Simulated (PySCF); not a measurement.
Molecule: trimethylboroxine, C3H9B3O3, SMILES CB1OB(C)OB(C)O1. Atoms near the plane z = 1.5 Å, at the GFN2-xTB optimised geometry (x, y, z in Å): C1 (2.6, 0.0, 0.0), B2 (1.0, 0.0, 0.0), O3 (0.3, -1.2, 0.0), B4 (-1.1, -1.2, 0.0), C5 (-1.9, -2.6, 0.0), O6 (-1.8, 0.0, 0.0), B7 (-1.1, 1.2, 0.0), C8 (-1.9, 2.5, 0.0), O9 (0.3, 1.2, 0.0), H10 (3.0, -0.9, 0.4), H11 (2.9, 0.9, 0.6), H13 (-1.7, -3.1, 1.0), H15 (-2.9, -2.5, -0.1), H17 (-3.0, 2.4, -0.2), H18 (-1.8, 3.0, 1.0).

Calculation: PBE0/def2-SVP in PySCF. The values are rescaled to run from 0 to 1.

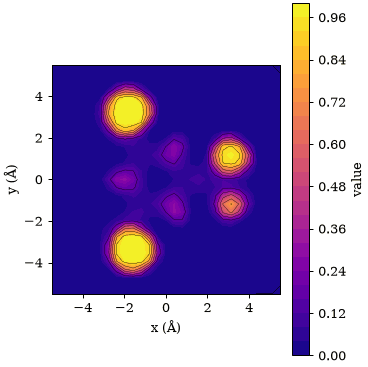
Figure. a field on the plane z = 1.5 Å.

Question: Which quantity is mapped?
A. log10 of the electron density
B. electron localisation function
C. electrostatic potential
D. Laplacian of the electron density

Answer: B, electron localisation function
